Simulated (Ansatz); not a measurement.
Band structure of AuAl₂ (Fm-3m, 3 atoms in the cell).

```
AuAl2
1.0
    0.00000     2.93400     2.93400
    2.93400     0.00000     2.93400
    2.93400     2.93400     0.00000
Al Au
2 1
Direct
  0.25000   0.25000   0.25000
  0.75000   0.75000   0.75000
  0.00000   0.00000   0.00000
```

Method of the run: PBE (plane waves, PAW; Ansatz, a first-principles code).

Settings: basis.ecutwfc = 30.9 Ry; kpoints.mp_grid.grid = 13 13 13; hamiltonian.xc = pbe; hamiltonian.pseudopotentials = {kind: paw} (the program's default PAW files); scf.occupations.method = gaussian; scf.occupations.width = 0.0037 Ry; kpoints.band_path.npoints = 8.

The starting cell has typed, rounded lattice constants, without a prior relaxation at this level. Its lattice was rescaled by a random factor within 2.5 % of one. Spin-orbit coupling is off.

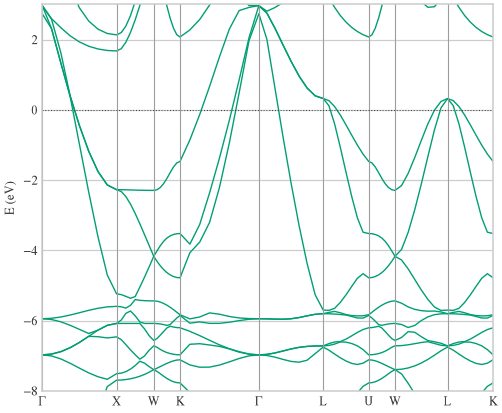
Bands along the path, energies from the Fermi level.

Levels in eV from the Fermi level, bands 10 to 16:
```json
[
 {"point": "Γ", "10": "-5.95", "11": "2.73", "12": "2.97", "13": "2.97", "14": "2.97", "15": "4.23", "16": "4.23"},
 {"point": "X", "10": "-5.60", "11": "-5.24", "12": "-2.27", "13": "-2.27", "14": "1.68", "15": "2.13", "16": "7.62"},
 {"point": "W", "10": "-5.44", "11": "-4.17", "12": "-4.17", "13": "-2.29", "14": "4.40", "15": "4.40", "16": "5.38"},
 {"point": "K", "10": "-5.83", "11": "-4.78", "12": "-3.52", "13": "-1.47", "14": "2.07", "15": "4.55", "16": "6.17"},
 {"point": "L", "10": "-5.80", "11": "-5.70", "12": "0.32", "13": "0.32", "14": "3.41", "15": "4.03", "16": "4.03"},
 {"point": "U", "10": "-5.83", "11": "-4.78", "12": "-3.52", "13": "-1.47", "14": "2.07", "15": "4.55", "16": "6.17"}
]
```

Bands cross the Fermi level along this path, so the cell is metallic at this level.

Keys are those of Ansatz 0.2.
